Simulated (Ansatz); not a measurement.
# HNO2 (SMILES O=NO): levels of theory compared

We compute a comparison of 5 runs (BLYP/STO-3G, revPBE/STO-3G, wB97X/STO-3G, CCSD/STO-3G, UCCSD(T)/STO-3G) of HNO2. 

The calculation is run with Ansatz 0.2.0.

61 further runs of the same task are left out: 1 that didn't finish, 60 set aside as unsound or not needed.

### Step 1. Starting point

The species is HNO2 (4 atoms), meant as a singlet with charge 0. SMILES: `O=NO`. The O3–N2 distance was set to 1.747 Å, away from the relaxed value.

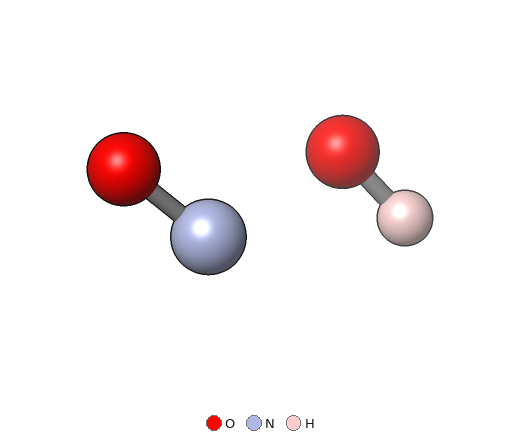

The structure, seen from a chosen angle (oxygen red, nitrogen light blue, hydrogen pink).

### Step 2. The energy at BLYP/STO-3G (run 1)

in.yaml

```yaml
crystal:
  periodic: [false, false, false]
  atoms:
    - {symbol: O, position_ang: [0.584360, -0.166298, 1.654778]}
    - {symbol: N, position_ang: [0.490860, -0.632928, 0.594888]}
    - {symbol: O, position_ang: [-0.362650, 0.434660, -0.492650]}
    - {symbol: H, position_ang: [-0.371140, -0.062490, -1.321980]}
basis:
  gaussian: {orbitals: STO-3G}
hamiltonian: {xc: {name: BLYP}}
accuracy: high
```

Command:

```console
$ ansatz run in.yaml --threads 1 --pin off --max-ram 3480MiB --events-out events.jsonl --progress --plain --runs-dir runs
```

The program printed:

```text
Warning: RAYON_NUM_THREADS=1 ignored (pool sized by the plan → 1); use --threads N
Functional definition: BLYP
  name "BLYP"
  parameter beta = 0.0042
  parameter a = 0.04918
  parameter b = 0.132
  parameter c = 0.2533
  parameter d = 0.349
  exchange = b88_x(beta = beta)
  correlation = lyp_c(a = a, b = b, c = c, d = d)
273 factors; integrals over basis functions are off by at most 3.2e-8 eV
mean field evaluation 1: about -5515.5410 eV, gradient 2.9e1 eV
mean field evaluation 2: about -5414.1659 eV, gradient 1.1e2 eV
mean field evaluation 4: about -5514.2517 eV, gradient 3.1e1 eV
mean field evaluation 8: about -5519.1539 eV, gradient 4.0e-2 eV
mean field -5519.09517525 eV, -202.8230067134 hartree, gradient 7.5e-8 eV, S^2 0.000000; 0 other end points of the search recorded, 0 dependent functions left out
reference -5519.09520282 eV, -202.8230077265 hartree; 12, 12 occupied and 4, 4 virtual orbitals, 273 factors
Total energy: -5519.09520282 eV, -202.8230077265 hartree
```

Run time: 0.53 s. Hardware: 1 thread of Intel Xeon 6975P-C (Granite Rapids), shared host.

### Step 3. The energy at revPBE/STO-3G (run 2)

run.yaml

```yaml
basis:
  gaussian: {orbitals: STO-3G}
crystal:
  periodic: [false, false, false]
  atoms:
    - symbol: O
      position_ang: [0.584360, -0.166298, 1.654778]
    - symbol: N
      position_ang: [0.490860, -0.632928, 0.594888]
    - symbol: O
      position_ang: [-0.362650, 0.434660, -0.492650]
    - symbol: H
      position_ang: [-0.371140, -0.062490, -1.321980]
hamiltonian: {xc: {name: revPBE}}
accuracy: high
```

Command:

```console
$ ansatz run run.yaml --threads 1 --pin off --max-ram 3480MiB --events-out events.jsonl --progress --plain --runs-dir runs
```

The program printed:

```text
Warning: RAYON_NUM_THREADS=1 ignored (pool sized by the plan → 1); use --threads N
Functional definition: revPBE
  name "revPBE"
  parameter kappa = 1.245
  parameter beta = 0.06672455060314922
  exchange = pbe_x(kappa = kappa, mu = beta*pi^2/3)
  correlation = pbe_c(beta = beta)
273 factors; integrals over basis functions are off by at most 3.2e-8 eV
mean field evaluation 1: about -5516.4528 eV, gradient 2.8e1 eV
mean field evaluation 2: about -5415.7865 eV, gradient 1.1e2 eV
mean field evaluation 4: about -5515.5303 eV, gradient 3.0e1 eV
mean field evaluation 8: about -5520.0314 eV, gradient 3.6e-2 eV
mean field -5519.97499618 eV, -202.8553395363 hartree, gradient 7.2e-8 eV, S^2 0.000000; 0 other end points of the search recorded, 0 dependent functions left out
reference -5519.97499771 eV, -202.8553395925 hartree; 12, 12 occupied and 4, 4 virtual orbitals, 273 factors
Total energy: -5519.97499771 eV, -202.8553395925 hartree
```

Run time: 0.52 s. Hardware: 1 thread of Intel Xeon 6975P-C (Granite Rapids), shared host.

Run 3 isn't shown in full; the table further down has it.

### Step 4. The energy at CCSD/STO-3G (run 4)

run.yaml

```yaml
crystal:
  periodic: [false, false, false]
  atoms:
    - {symbol: O, position_ang: [0.584360, -0.166298, 1.654778]}
    - {symbol: N, position_ang: [0.490860, -0.632928, 0.594888]}
    - {symbol: O, position_ang: [-0.362650, 0.434660, -0.492650]}
    - {symbol: H, position_ang: [-0.371140, -0.062490, -1.321980]}
basis:
  gaussian:
    orbitals: STO-3G
correlation:
  method: ccsd
  frozen_orbitals: {H: 0, "N": 1, O: 1}
accuracy: high
scf:
  omitted_lower_state_checks: [cluster_reference, increment]
```

Command:

```console
$ ansatz run run.yaml --threads 1 --pin off --max-ram 3480MiB --events-out events.jsonl --progress --plain --runs-dir runs
```

The program printed (excerpt; [...] marks lines left out):

```text
Warning: RAYON_NUM_THREADS=1 ignored (pool sized by the plan → 1); use --threads N
Functional definition: HF
  name "HF"
[...]
273 factors; integrals over basis functions are off by at most 3.2e-8 eV
[...]
mean field -5492.60731918 eV, -201.8495959569 hartree, gradient 1.6e-8 eV, S^2 0.000000; 0 other end points of the search recorded, 0 dependent functions left out; unrestricted orbitals would lower it
3 core orbitals not correlated: weight in the atoms' cores, before any rotation towards them, 1.000 or more for the frozen orbitals, at most 0.000 for the correlated occupied ones
reference -5492.60731918 eV, -201.8495959569 hartree; 9, 9 occupied and 4, 4 virtual orbitals, 273 factors
second order -5.27041895 eV of doubles, -0.00000000 eV of singles
cycle   1  -5.67195361 eV  change   -4.0e-1 eV  update   1.2e-1
[...]
cycle  27  -6.23722664 eV  change  -7.8e-10 eV  update  7.5e-10
Total energy: -5498.84454582 eV, -202.0788098082 hartree
Checks for a lower state left out: cluster_reference, increment
```

Wall time 0.12 s (1 thread of Intel Xeon 6975P-C (Granite Rapids), shared host).

### Step 5. A single-point energy at UCCSD(T)/STO-3G (run 5)

input.yaml

```yaml
basis:
  gaussian:
    orbitals: STO-3G
crystal:
  periodic: [false, false, false]
  atoms:
    - symbol: O
      position_ang: [0.584360, -0.166298, 1.654778]
    - symbol: N
      position_ang: [0.490860, -0.632928, 0.594888]
    - symbol: O
      position_ang: [-0.362650, 0.434660, -0.492650]
    - symbol: H
      position_ang: [-0.371140, -0.062490, -1.321980]
magnetization:
  spin_polarized: true
correlation:
  method: ccsd_t
  frozen_orbitals: {H: 0, "N": 1, O: 1}
accuracy: high
scf:
  omitted_lower_state_checks: [cluster_reference, increment]
```

Command:

```console
$ ansatz run input.yaml --threads 1 --pin off --max-ram 3480MiB --events-out events.jsonl --progress --plain --runs-dir runs
```

The program printed:

```text
Warning: RAYON_NUM_THREADS=1 ignored (pool sized by the plan → 1); use --threads N
[... 16 lines left out ...]
3 core orbitals not correlated: weight in the atoms' cores, before any rotation towards them, 1.000 or more for the frozen orbitals, at most 0.000 for the correlated occupied ones
[... 42 lines left out ...]
Total energy: -5499.08094813 eV, -202.0874974328 hartree
Checks for a lower state left out: cluster_reference, increment
```

Run time: 0.38 s. Hardware: 1 thread of Intel Xeon 6975P-C (Granite Rapids), shared host.

### Step 6. Overview of the runs

| run | level | frozen core orbitals | energy (Eh) | wall time |
| --- | --- | --- | --- | --- |
| 1 | BLYP/STO-3G | – | -202.823008 | 0.53 s |
| 2 | revPBE/STO-3G | – | -202.855340 | 0.52 s |
| 3 | wB97X/STO-3G | – | -202.828171 | 1.9 s |
| 4 | CCSD/STO-3G | 3 | -202.078810 | 0.12 s |
| 5 | UCCSD(T)/STO-3G | 3 | -202.087497 | 0.38 s |

### Step 7. Results

| quantity | value |
| --- | --- |
| run 5: total energy | -202.08750 Eh |
| run 5: correlation energy (3 core orbitals frozen) | -202.3 mEh |
| run 5: (T) correction | -7.82 mEh |
| run 5: ⟨S²⟩ of the reference determinant | 0.897 |
| run 5: T1 diagnostic | 0.087 |

In words: Totals of different functionals can't be ranked against each other. In run 4 the log says that unrestricted orbitals would lower the reference, so the values rest on an unstable closed-shell determinant (other closed-shell runs at this shape may share the fault). In runs 1, 2, 3, 4, 5 the basis is minimal, so the values are rough. Spin contamination of the reference: run 5 ⟨S²⟩ = 0.90. Where it is this large, the reference is a mixture of spin states, and values that rest on it are in doubt. All runs together took 3.4 s, the longest 1.9 s.
